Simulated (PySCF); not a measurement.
C4H8N, charge +1, SMILES `CCC#[N+]C`.

Method: CAM-B3LYP/cc-pVDZ; geometry: GFN2-xTB; program: PySCF. No frequency check shows the geometry to be a minimum.

The calculation's input:

```python
import numpy as np
from pyscf import gto, scf, dft
from pyscf.scf import atom_ks, atom_hf
from scipy.linalg import block_diag

def solve(mol, dm0=None, hcore=None):
    mf = (dft.UKS if mol.spin else dft.RKS)(mol, xc='camb3lyp')
    mf.grids.level = 3
    mf = mf.density_fit(auxbasis='def2-universal-jkfit')
    mf.conv_tol, mf.max_cycle = 1e-8, 80
    if hcore is not None:
        mf.get_hcore = lambda *args: hcore
    mf.kernel(dm0)
    if not mf.converged:
        mf = mf.newton().run(mf.mo_coeff, mf.mo_occ, max_cycle=30)
    assert mf.converged, 'SCF not converged'
    return mf

mol = gto.M(atom='''
C      2.17885     0.64753     0.00002
C      1.35132    -0.65111     0.00031
C     -0.02884    -0.37329    -0.00017
N     -1.14155    -0.08058    -0.00092
C     -2.47887     0.24387     0.00052
H      3.23258     0.38572     0.00055
H      1.97208     1.24202    -0.88525
H      1.97143     1.24322     0.88435
H      1.58727    -1.25052     0.88724
H      1.58794    -1.25102    -0.88608
H     -2.90719     0.02073     0.97996
H     -2.99618    -0.33706    -0.76596
H     -2.59190     1.30903    -0.21250
''', basis='cc-pvdz', charge=1, spin=0, verbose=4)
mf = solve(mol)
mf.analyze()
# spherically averaged free atoms, for the promolecule
atm = atom_ks.get_atm_nrks(mol, xc='camb3lyp')
pro = block_diag(*[(atm[a[0]][2] * atm[a[0]][3]) @ atm[a[0]][2].T for a in mol._atom])
np.savez('result.npz', e=mf.e_tot, c=mf.mo_coeff, occ=mf.mo_occ, eps=mf.mo_energy, pro=pro, dip=mf.dip_moment(verbose=0), s2=mf.spin_square()[0])
```

Run with:

```sh
OMP_NUM_THREADS=1 python input.py
```

The run took 12 s on 1 thread of Intel(R) Xeon(R) Platinum 8488C (Sapphire Rapids) (shared host), peak memory 0.47 GiB.

Partitions, critical points and surface values were worked out afterwards from this run's density.

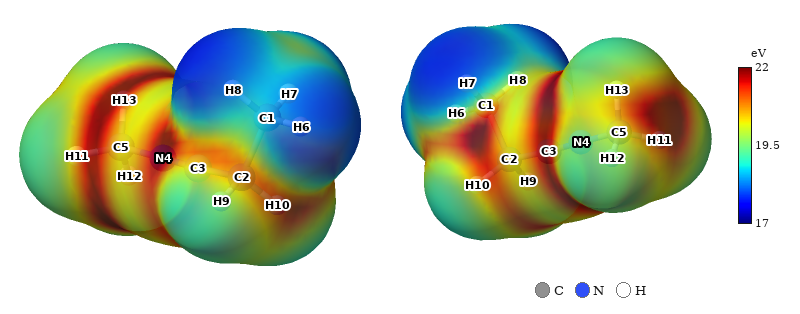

Average local ionisation energy on the surface of electron density 0.001 a.u. (back view left, front view right).

Where are the most loosely bound electrons on this surface?

The lowest value is 17.8 eV, 1.3 Å from H8, and at like points elsewhere. Further minima include 18.9 eV, 1.3 Å from H9, and at like points elsewhere. For comparison, the highest occupied orbital lies at −16.2 eV.

What volume does the surface enclose?

About 107 Å³.
